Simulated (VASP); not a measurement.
Band structure of TaZr₃C₄ (ordered alloy cell). All values below come from PBEsol GGA, VASP's PBE PAW potentials (set 64) (plane waves; VASP 6.6.1).

Unless said otherwise, spin-orbit coupling is left out, though it shifts the bands of the heavy elements here.

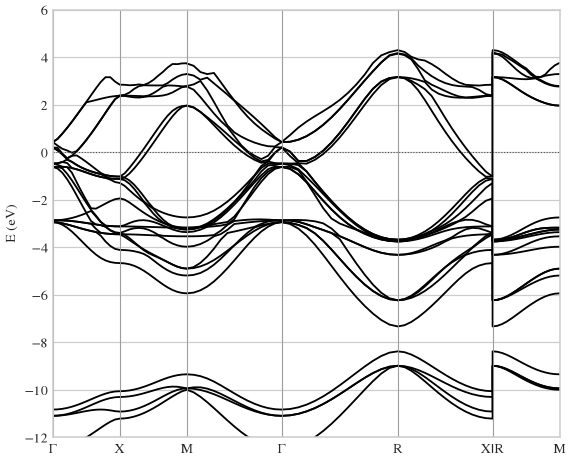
Figure. Bands along high-symmetry lines, zero at the valence-band maximum or, without a gap, the Fermi level

Question: Read the plot: is there a gap, and where are the band edges?

Answer: It has no gap at this level: it comes out as a metal or semimetal. (Edges off the drawn lines would not show.)

The structure was generated: TaZr3C4 was put into an ordered model structure (Pm-3m), which need not be its known phase. It was relaxed first. The electron count is odd and the run is not spin-polarised, which forces a metal.
